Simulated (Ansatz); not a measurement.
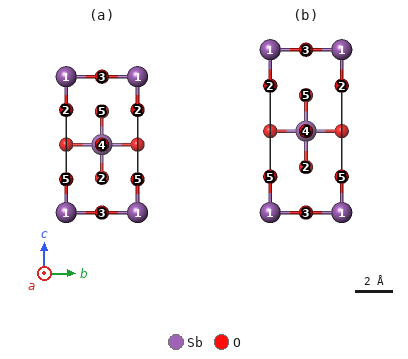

The structure of crystalline SbO$_{4}$ (a generated structure, set up in I4/mmm) (coarse preliminary run) before (left) and after (right) a relaxation, at one scale.

Style: ball-and-stick. Shown: the conventional cell (2 times the calculation's cell), along the a axis. Lengths and directions refer to the drawn axes.

All numbers below come from DFT PBE, scalar-relativistic, plane waves, PAW in Ansatz 0.2.0. (plane-wave cutoff 420 eV; k-point mesh 6 × 6 × 6; occupations gaussian; smearing width 0.1 eV; no spin polarisation; cell and atoms relaxed; force threshold 0.04 eV/Å; at most 70 steps)

### Summarise the run.

The largest moves relative to the cell, 0.21 Å, are those of O2 and O5. O2 goes along +c. Sb stays in place. The drawn cell changes as follows: a = b 3.925 → 3.935 Å (+0.3 %), c 7.478 → 8.964 Å (+19.9 %); the volume changes by +20.5 %. Among the contacts that change: Sb1–O2 1.828 → 1.978 Å, Sb1–O3 1.963 → 1.968 Å. The space group stays I4/mmm (No. 139). The energy falls by 138 meV per atom in 8 accepted moves (11 points after the start). Largest force component: 3.3 eV/Å at the start, 0.0043 eV/Å at the end. The pressure goes from 20.87 to 0.14 GPa. At 3 points the geometry stayed and the basis and grid were re-selected for the new cell (energy shift of 20.4 meV per atom at most each time).

Limits of the set-up: an odd number of electrons was run without spin polarisation, which fails if the electron would localise.
